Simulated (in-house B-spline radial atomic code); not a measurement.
System: Hg⁺ (Z = 80, 79 electrons), configuration [Xe] 4f14 5d10 6s1 (high spin). All numbers are computed, not measured: scalar-relativistic (spin-free one-electron X2C) exchange-only LDA (Slater), spin-polarised, spherical fractional occupations, Fermi nucleus, basis-set limit (an in-house B-spline radial code). Radial functions and radii carry no picture-change correction.

Wanted: the radial probability densities P² of 5d up and 6s up, each times its occupation.

5d up: outer maximum at 1.17 bohr, ⟨r⟩ = 1.49 bohr, 2 nodes, eigenvalue −17.8 eV; 6s up: outer maximum at 2.16 bohr, ⟨r⟩ = 2.53 bohr, 5 nodes, eigenvalue −14.4 eV.

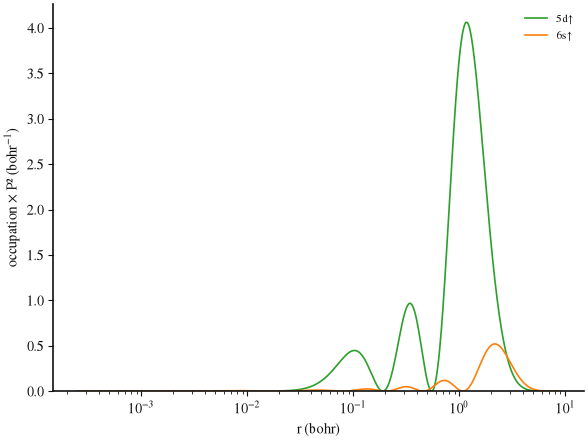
